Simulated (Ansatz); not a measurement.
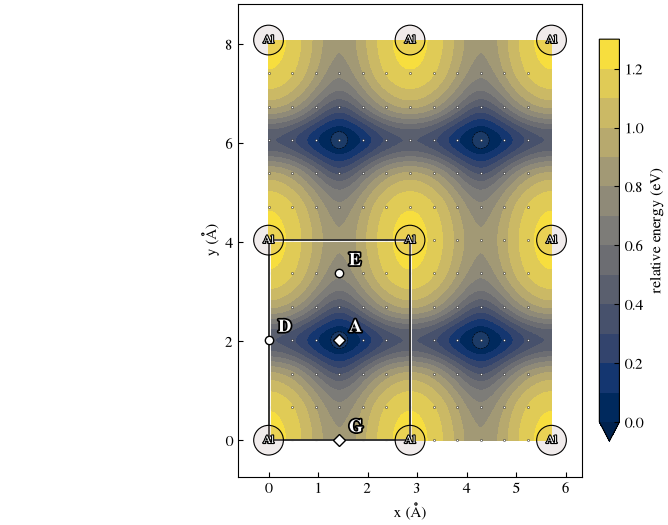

Al on an Al(110) slab cut from the Fm-3m phase, its upper half relaxed before the scan (16 atoms of substrate and one adsorbate in a 2 × 2 cell). Al is moved over the surface cell; relaxed at each place: the height of the adsorbate's atoms; substrate rigid; the origin of the map has the adsorbate above Al13. Places are given modulo a cell vector. The map is drawn in real space over the plane of the surface. The scan uses a 6 × 6 grid; 16 points were computed and 20 follow by symmetry. Places are given in fractions of the 1 × 1 surface cell. Energies are in eV, from the lowest grid point. Method: DFT PBE, scalar-relativistic, plane waves, PAW (Ansatz). Settings: cutoff 420 eV, k-mesh 5×4×1, gaussian smearing 0.1 eV, no spin polarisation.

The picture shows filled contours, dots at the grid points, labelled circles for the atoms of the top layer and small ones for the second layer, the outline of one cell of the 2 × 2 shown, lettered points. Between grid points the surface is interpolated.

### Is D the lowest point of the computed grid?

No. D lies 0.40 eV above the lowest grid point, which is at a fourfold hollow over a second-layer Al atom, (3/6, 3/6) of the cell vectors.

### What kind of point is each of A, D, G: minimum, saddle, maximum or slope?

A: minimum; D: saddle point; G: saddle point. (In these two coordinates alone; a stationary point may lie a little off the grid point.)

PAW datasets: the set soft_1.
